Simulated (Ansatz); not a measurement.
# IF (iodine monofluoride): the energy, rung by rung

IF: 2 atoms, total charge 0, spin state singlet. SMILES: `FI`. The bond length is the measured one.

```xyz
2

F     0.0000    0.0000    0.0000
I     0.0000    0.0000    1.9098
```

Quantity: the energy change with the F1–I2 bond stretched from 1.910 to 2.387 Å, in eV. The values are calculated.

| level | kind | program | value (eV) | less FCI/STO-3G |
| --- | --- | --- | --- | --- |
| HF/STO-3G (restricted) | Hartree–Fock | Ansatz | 1.84 | +1.57 |
| PBE/STO-3G (restricted) | GGA | Ansatz | 0.58 | +0.31 |
| BHLYP/STO-3G (restricted) | global hybrid | Ansatz | 1.31 | +1.04 |
| wB97M-V/STO-3G (restricted) | range-separated hybrid | Ansatz | 1.17 | +0.90 |
| wB97X/STO-3G (restricted) | range-separated hybrid | Ansatz | 1.11 | +0.84 |
| RPA@PBE/STO-3G (restricted) | RPA | Ansatz | 0.18 | -0.09 |
| CCSDT(Q)/STO-3G (restricted) | coupled cluster or CI | Ansatz | 0.27 | 0.00 |
| CCSDT/STO-3G (restricted) | coupled cluster or CI | Ansatz | 0.27 | 0.00 |
| FCI/STO-3G | exact in the basis | Ansatz | 0.27 | 0.00 |

FCI/STO-3G is exact within its basis and frozen core, so for wave-function methods in that basis the difference is their error; functionals converge differently with the basis, so for them it is only a difference. All-electron rows without a relativistic Hamiltonian named are non-relativistic. The first shape isn't each level's own minimum. The values span 0.18 to 1.84 eV. All rows use very small basis sets, so even the best lies far from the true value. In the correlated wave-function rows the outer d shell of I is correlated, in sets not made for it.

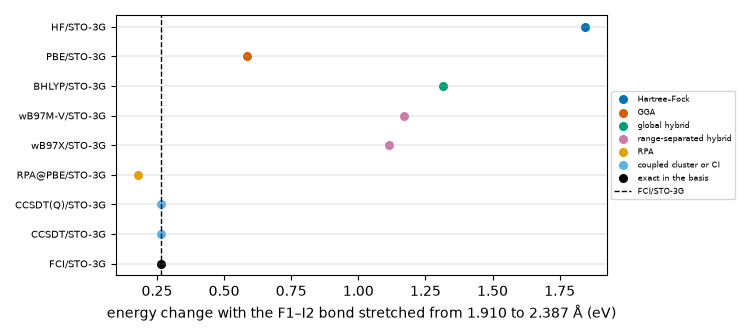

The values of the table, level by level.
